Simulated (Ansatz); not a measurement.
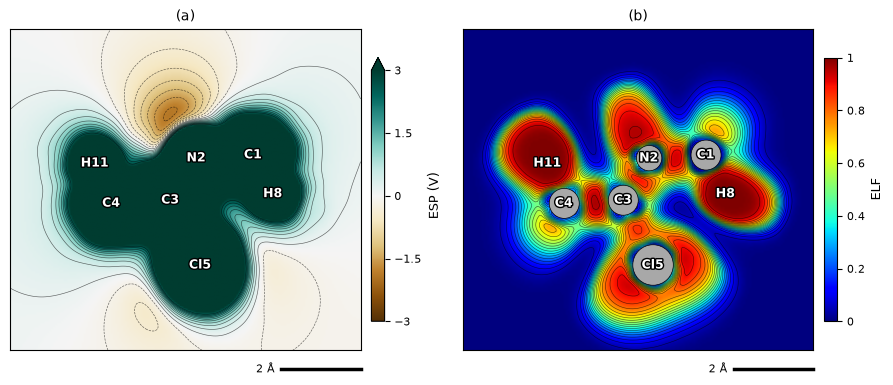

Figure 1: C$_{3}$H$_{6}$ClN (SMILES CN=C(C)Cl). (a) molecular electrostatic potential; (b) ELF on the plane of atoms C4, C3 and Cl5. Grey discs cover the atomic cores in the ELF map.

Geometry: PBE0-D4/def2-TZVP.

Computed with RKS PBE0-D4/def2-TZVPP in Ansatz 0.2.0.

```xyz
11

C    -1.4635    1.1988   -0.1781
N    -0.7332   -0.0317   -0.2473
C     0.4490   -0.1719    0.1066
C     1.2064   -1.4487    0.0324
Cl    1.4531    1.1539    0.7723
H    -1.8189    1.4509   -1.1804
H    -2.3493    1.0447    0.4432
H    -0.8821    2.0348    0.2211
H     1.5541   -1.7377    1.0263
H     2.0890   -1.3259   -0.5989
H     0.5610   -2.2243   -0.3767
```

Question: What do the fields say about this system?

Answer: The plane passes through C, N, Cl and H nuclei. C–N (1.24 Å): the ELF peaks at about 0.90 between the atoms; a short, multiple covalent bond. C–C (1.49 Å): the ELF peaks at about 0.95 between the atoms; a shared electron pair. C–Cl (1.79 Å): the ELF peaks at about 0.85 between the atoms, as expected for a covalent bond. C–H (1.09 Å): the ELF climbs to about 1 towards the hydrogen, as it does in any bond to H (an ordinary covalent bond to hydrogen). C–N (1.43 Å): the ELF peaks at about 0.90 between the atoms; a covalent bond. The ELF also peaks beside Cl5 and N2, away from the bonds: lone-pair regions. Outside the dense part of the molecule the potential is most negative (−1.9 V) near N2.
